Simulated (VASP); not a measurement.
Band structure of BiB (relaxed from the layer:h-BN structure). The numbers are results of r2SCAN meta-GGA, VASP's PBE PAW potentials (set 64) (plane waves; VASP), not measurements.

The cell holds a wide vacuum, so values per volume refer to the whole cell. Unless said otherwise, spin-orbit coupling is left out, though it shifts the bands of the heavy elements here.

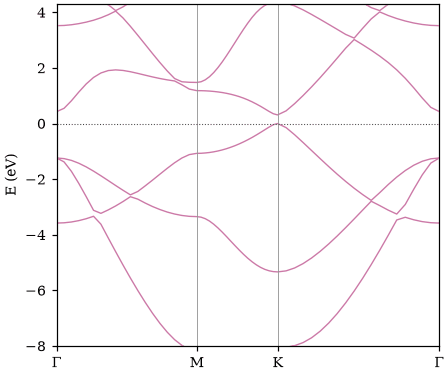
Figure. Bands along high-symmetry lines, zero at the valence-band maximum or, without a gap, the Fermi level

Read the plot: is there a gap, and where are the band edges?

The gap is direct, 0.31 eV, from the valence maximum at K to the conduction minimum at K.

The cell is a sheet with vacuum, built from a generated structure.
